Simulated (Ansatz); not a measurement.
**SiH4OF: geometry relaxation (part 2 of 2)**

SiH4OF, multiplicity 2; UHF/def2-SVP (Ansatz 0.2.0). The input holds or restrains some coordinates. It belongs to a series of runs on one base structure; here: pulled along the bonds that form and break, towards end B.

Geometry of the input (Å):
```
Si 0.0000  0.0000  0.0000
H  0.0000  0.0000  1.7100
F  1.4994  0.0000  -0.5295
H  -0.6877  1.1914  -0.4862
H  -0.6877  -1.1914  -0.4862
O  0.0000  0.0000  3.0200
H  -0.5144  -0.8011  3.3571
```

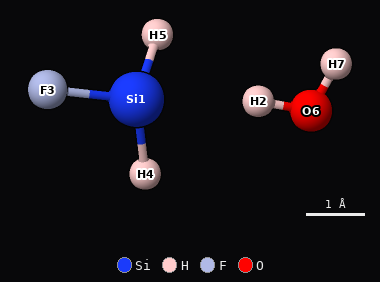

The geometry at step 13 of the log (ball-and-stick view, seen at a tilt; atoms are numbered from 1 in the order of the input).

Trajectory as extended XYZ, continued
```
7
Properties=species:S:1:pos:R:3:forces:R:3 step=4 energy=-12661.77640
Si   -0.0105    0.0034   -0.3472   -0.7284  -0.0225   1.9926
H     0.0231    0.0165    2.2265   -0.0849  -0.1355   1.1671
F     1.5481   -0.0004   -0.6467    0.6598  -0.0052  -0.8377
H    -0.7083    1.2548   -0.6103    0.0314   0.1581  -0.7499
H    -0.7068   -1.2524   -0.6091    0.0464  -0.1274  -0.7395
O    -0.0291   -0.0329    3.1878    1.0618   1.7194  -1.1465
H    -0.5069   -0.7901    3.3842   -0.9861  -1.5869   0.3139
7
Properties=species:S:1:pos:R:3:forces:R:3 step=5 energy=-12662.08067
Si    0.0095    0.0010   -0.2574    0.0891   0.0232  -0.6763
H     0.0775    0.0789    2.3910   -0.1688  -0.1902   1.3866
F     1.5244   -0.0019   -0.8399   -0.3957   0.0003   0.1495
H    -0.6975    1.2175   -0.7421    0.1613  -0.1211   0.1224
H    -0.6930   -1.2195   -0.7406    0.1482   0.1088   0.1353
O    -0.0620   -0.0288    3.3421   -0.2175  -0.4359  -1.0233
H    -0.5494   -0.8484    3.4321    0.3834   0.6149  -0.0944
7
Properties=species:S:1:pos:R:3:forces:R:3 step=6 energy=-12661.85538 accepted=F
Si    0.0019    0.0060   -0.2649   -0.1401   0.0223  -0.2466
H     0.2357    0.0051    2.4045   -1.7193   0.5971   3.8170
F     1.5039   -0.0051   -0.8503    0.0083   0.0000  -0.0613
H    -0.6938    1.2314   -0.7248    0.0809  -0.0950   0.0496
H    -0.6980   -1.2217   -0.7161    0.0606   0.0789   0.0410
O    -0.2345    0.0600    3.3326    1.4294  -2.2155  -3.8836
H    -0.5056   -0.8767    3.4040    0.2802   1.6124   0.2840
7
Properties=species:S:1:pos:R:3:forces:R:3 step=7 energy=-12662.09933
Si    0.0116    0.0014   -0.2682    0.0189   0.0183  -0.3552
H     0.1421    0.0064    2.3924   -0.3056  -0.0086   1.4361
F     1.5124    0.0117   -0.8664   -0.1298  -0.0018   0.0192
H    -0.6972    1.2220   -0.7140    0.0627  -0.0456   0.0385
H    -0.6800   -1.2234   -0.7339    0.0512   0.0398   0.0423
O    -0.1199    0.0064    3.3252    0.1866  -0.1966  -1.1811
H    -0.5593   -0.8257    3.4501    0.1160   0.1944   0.0002
7
Properties=species:S:1:pos:R:3:forces:R:3 step=8 energy=-12662.10829
Si    0.0210    0.0039   -0.2724   -0.0312  -0.0010  -0.1657
H     0.1676   -0.0449    2.3931   -0.4551   0.1532   1.4281
F     1.5048    0.0121   -0.8996    0.0614  -0.0024  -0.0694
H    -0.6829    1.2313   -0.6890   -0.0124   0.0122  -0.0056
H    -0.6761   -1.2189   -0.7223   -0.0133  -0.0005  -0.0060
O    -0.2043    0.0420    3.2849    0.4268  -0.2460  -1.2245
H    -0.5205   -0.8266    3.4905    0.0237   0.0845   0.0431
7
Properties=species:S:1:pos:R:3:forces:R:3 step=9 energy=-12662.02372 accepted=F
Si    0.0395    0.0080   -0.2725   -0.0398  -0.0195  -0.0361
H     0.2010   -0.0985    2.3975   -1.2835   0.7989   2.2141
F     1.4990    0.0075   -0.9505    0.1541   0.0000  -0.1317
H    -0.6643    1.2430   -0.6549   -0.0514   0.0449  -0.0278
H    -0.6765   -1.2095   -0.6989   -0.0536  -0.0235  -0.0342
O    -0.3307    0.0819    3.2225    1.2355  -2.4718  -1.7262
H    -0.4584   -0.8335    3.5420    0.0387   1.6711  -0.2582
7
Properties=species:S:1:pos:R:3:forces:R:3 step=10 energy=-12662.10884
Si    0.0478    0.0055   -0.2729    0.0150  -0.0109  -0.2196
H     0.1411   -0.0450    2.3957   -0.5202   0.2516   1.4455
F     1.5046    0.0025   -0.9651    0.0155  -0.0001  -0.0290
H    -0.6629    1.2370   -0.6637   -0.0147   0.0226   0.0053
H    -0.6751   -1.2109   -0.6992   -0.0159  -0.0046   0.0092
O    -0.2726    0.0551    3.2692    0.4282  -0.8709  -1.1662
H    -0.4733   -0.8455    3.5212    0.0920   0.6123  -0.0452
7
Properties=species:S:1:pos:R:3:forces:R:3 step=11 energy=-12662.11689
Si    0.0584    0.0065   -0.2633   -0.0029  -0.0045  -0.2556
H     0.1701   -0.0505    2.4022   -0.6897   0.2462   1.4273
F     1.5008   -0.0015   -0.9865    0.0164  -0.0002  -0.0278
H    -0.6573    1.2390   -0.6453   -0.0029   0.0172   0.0238
H    -0.6787   -1.2053   -0.6802   -0.0078  -0.0064   0.0258
O    -0.3331    0.0517    3.2282    0.7033  -0.4880  -1.2161
H    -0.4505   -0.8410    3.5301   -0.0163   0.2357   0.0227
7
Properties=species:S:1:pos:R:3:forces:R:3 step=12 energy=-12662.13488
Si    0.1065    0.0057   -0.2467    0.0145   0.0059  -0.2435
H     0.2243   -0.0546    2.4184   -0.8307   0.1628   1.2686
F     1.4807    0.0065   -1.0968   -0.0438  -0.0011  -0.0144
H    -0.6495    1.2350   -0.5601    0.0192  -0.0087   0.0174
H    -0.6599   -1.2107   -0.5946    0.0101   0.0101   0.0188
O    -0.4034    0.0441    3.1525    0.8368  -0.2174  -1.0524
H    -0.4891   -0.8271    3.5125   -0.0061   0.0485   0.0056
7
Properties=species:S:1:pos:R:3:forces:R:3 step=13 energy=-12662.15301
Si    0.1788    0.0059   -0.2227   -0.0854   0.0140  -0.3342
H     0.2513   -0.0382    2.4429   -1.0396   0.1425   1.1424
F     1.4223    0.0089   -1.2550    0.0166  -0.0095   0.0080
H    -0.6101    1.2369   -0.4532    0.0270  -0.0672   0.0658
H    -0.6190   -1.2176   -0.4752    0.0289   0.0650   0.0628
O    -0.4993    0.0213    3.0575    1.0987  -0.0993  -0.9995
H    -0.5144   -0.8183    3.4909   -0.0462  -0.0457   0.0547
7
Properties=species:S:1:pos:R:3:forces:R:3 step=14 energy=-12662.17397
Si    0.2094    0.0059   -0.2081   -0.0161   0.0110  -0.0268
H     0.2957   -0.0266    2.4572   -0.9382   0.1318   0.8823
F     1.3818    0.0117   -1.3169    0.0278  -0.0038  -0.1174
H    -0.6021    1.2288   -0.3645   -0.0080  -0.0261  -0.0238
H    -0.5867   -1.2284   -0.3710   -0.0157   0.0200  -0.0244
O    -0.5164    0.0244    2.9805    1.0122  -0.1054  -0.7351
H    -0.5721   -0.8169    3.4080   -0.0621  -0.0274   0.0452
7
Properties=species:S:1:pos:R:3:forces:R:3 step=15 energy=-12662.02884 accepted=F
Si    0.2666    0.0057   -0.1422    0.1602  -0.0322  -1.0271
H     0.3940    0.0092    2.5234   -3.5064   0.1110   1.1658
F     1.3247    0.0083   -1.3989   -0.4600   0.0000   0.6101
H    -0.5960    1.1974   -0.2785    0.1327   0.0897   0.1146
H    -0.5753   -1.2042   -0.2744    0.1508  -0.0740   0.1065
O    -0.5926   -0.0160    2.8046    3.7587  -0.5689  -0.6644
H    -0.6119   -0.8016    3.3512   -0.2361   0.4745  -0.3056
7
Properties=species:S:1:pos:R:3:forces:R:3 step=16 energy=-12662.17719
Si    0.2382    0.0036   -0.1782    0.0824   0.0118  -0.1669
H     0.3532   -0.0166    2.4863   -1.5448   0.0986   0.9850
F     1.3307    0.0176   -1.3727   -0.0592  -0.0061  -0.0165
H    -0.5912    1.2186   -0.2897   -0.0145  -0.0164  -0.0031
H    -0.5549   -1.2375   -0.2940   -0.0194   0.0105  -0.0040
O    -0.5376    0.0202    2.8896    1.5717  -0.2105  -0.7324
H    -0.6287   -0.8070    3.3441   -0.0162   0.1120  -0.0621
7
Properties=species:S:1:pos:R:3:forces:R:3 step=17 energy=-12662.20209
Si    0.2720    0.0060   -0.1522    0.0773   0.0031  -0.2307
H     0.3806   -0.0070    2.5122   -1.4016   0.0670   0.7551
F     1.2719    0.0167   -1.4283   -0.0851  -0.0067   0.0338
H    -0.5757    1.2111   -0.2192   -0.0056  -0.0077   0.0018
H    -0.5163   -1.2430   -0.2021   -0.0038   0.0098  -0.0007
O    -0.5449    0.0197    2.8136    1.4312  -0.1247  -0.5189
H    -0.6781   -0.8046    3.2612   -0.0125   0.0592  -0.0404
7
Properties=species:S:1:pos:R:3:forces:R:3 step=18 energy=-12662.19715
Si    0.3129    0.0055   -0.1058   -0.0681  -0.0153  -0.2983
H     0.4297    0.0179    2.5598   -2.2147  -0.0003   0.5830
F     1.1816    0.0118   -1.4766   -0.0474  -0.0058   0.0452
H    -0.5546    1.1997   -0.1181    0.0403  -0.0109   0.0154
H    -0.4685   -1.2506   -0.0831    0.0502   0.0224   0.0033
O    -0.5521    0.0133    2.6787    2.2303  -0.0490  -0.2954
H    -0.7393   -0.7987    3.1302    0.0093   0.0589  -0.0532
7
Properties=species:S:1:pos:R:3:forces:R:3 step=19 energy=-12662.22276
Si    0.3152    0.0007   -0.0919   -0.0394   0.0017  -0.2531
H     0.4401    0.0151    2.5740   -1.7644   0.0244   0.4290
F     1.1617    0.0169   -1.4764   -0.0479  -0.0078   0.0126
H    -0.5562    1.1909   -0.0826    0.0340  -0.0048  -0.0090
H    -0.4561   -1.2602   -0.0601    0.0338   0.0067  -0.0114
O    -0.5367    0.0196    2.6371    1.7976  -0.0040  -0.1596
H    -0.7585   -0.7840    3.0850   -0.0137  -0.0162  -0.0085
7
Properties=species:S:1:pos:R:3:forces:R:3 step=20 energy=-12662.24216
Si    0.3348   -0.0051   -0.0696   -0.1011   0.0030  -0.3000
H     0.4371    0.0356    2.5984   -1.3313  -0.0026   0.3155
F     1.1009    0.0112   -1.4995    0.0314   0.0164  -0.0213
H    -0.5296    1.1903   -0.0225    0.0383  -0.0378  -0.0075
H    -0.4213   -1.2743   -0.0210    0.0025   0.0204   0.0326
O    -0.5326    0.0244    2.5861    1.3621   0.0072  -0.0119
H    -0.7797   -0.7832    3.0133   -0.0021  -0.0066  -0.0074
7
Properties=species:S:1:pos:R:3:forces:R:3 step=21 energy=-12662.24505
Si    0.3149    0.0059   -0.0539    0.0607  -0.0363  -0.2543
H     0.4412    0.0644    2.6137   -1.2710  -0.0808   0.2679
F     1.1078   -0.0146   -1.4708   -0.0291   0.0125  -0.0229
H    -0.5318    1.2126   -0.0429   -0.0214  -0.0334  -0.0155
H    -0.4421   -1.2608    0.0214   -0.0191   0.0374  -0.0268
O    -0.5245    0.0113    2.5630    1.2461   0.0497   0.0766
H    -0.7560   -0.8199    2.9547    0.0337   0.0508  -0.0250
```

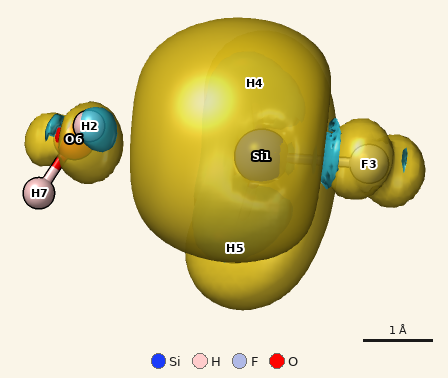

Isosurfaces of the spin density at +0.005 (yellow) and −0.005 e/Å³ (cyan), seen face on. The unpaired spin (1 electron) lies mostly on Si1 (about 0.8), in electrons by Hirshfeld's partition.

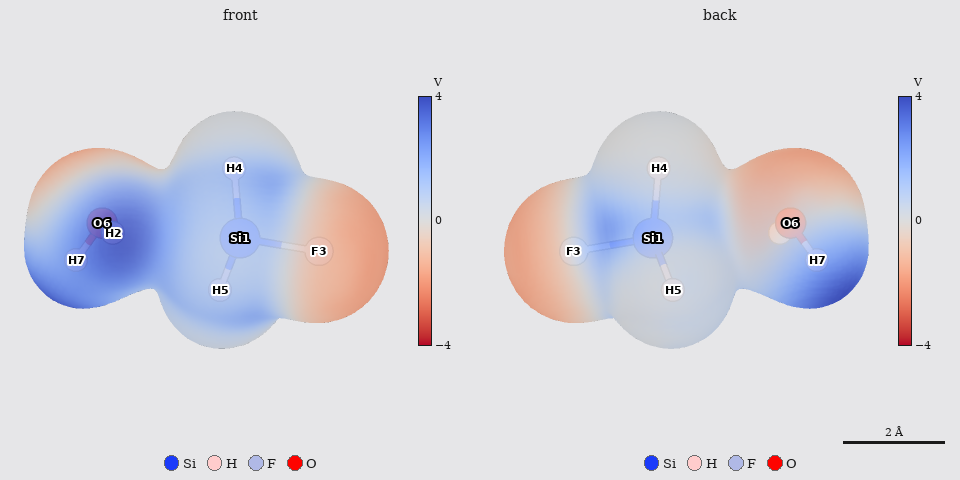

The molecular electrostatic potential painted on the density surface at 0.004 e/bohr³, seen at a tilt and from behind; the colour scale runs from red (negative) to blue (positive). A positive charge is drawn to the negative regions and a negative charge to the positive ones.
